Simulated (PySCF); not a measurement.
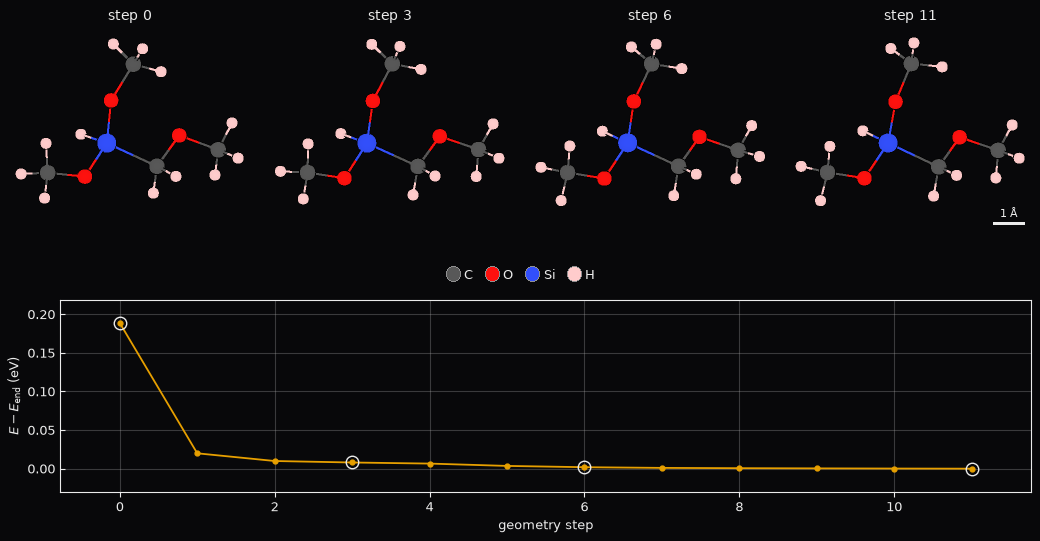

Frames of a relaxation of C₄H₁₂O₃Si, marked on the history of the run. Style: ball-and-stick. Shown at a tilt.

The start comes from GFN2-xTB. Its atoms were then displaced at random by about 0.01 Å.

The calculation used PBE0-D3(BJ)/def2-SVP geometry optimisation, gas phase in PySCF 2.14.0, density-fitted response routines. 

### What happens along the run?

The atom that moves furthest after the best rigid fit is an H atom (0.34 Å). Largest moves by element: H 0.34 Å, O 0.20 Å, C 0.08 Å, Si 0.06 Å. Near-neighbour distances that change, for instance: C–H 1.057 → 1.108 Å, C–O 1.424 → 1.393 Å, C–Si 1.847 → 1.878 Å, C–H 1.084 → 1.111 Å. Bond angles that change, for instance: Si–C–H 113.4° → 109.3°, O–C–H 104.7° → 108.1°, O–C–H 108.8° → 111.8°. Groups turn about C–O by about 25°. Over 11 geometry steps the energy falls by 0.189 eV. From step 0 to 3: an H atom moves most (0.12 Å), energy −0.181 eV. From step 3 to 6: H atoms move most (0.14 Å), energy −0.006 eV. From step 6 to 11: an H atom moves most (0.09 Å), energy −0.002 eV.

```csv
step,"E − E(0), eV"
0,0.0000
1,-0.1688
2,-0.1787
3,-0.1807
4,-0.1821
5,-0.1851
6,-0.1868
7,-0.1877
8,-0.1880
9,-0.1883
10,-0.1885
11,-0.1887
```
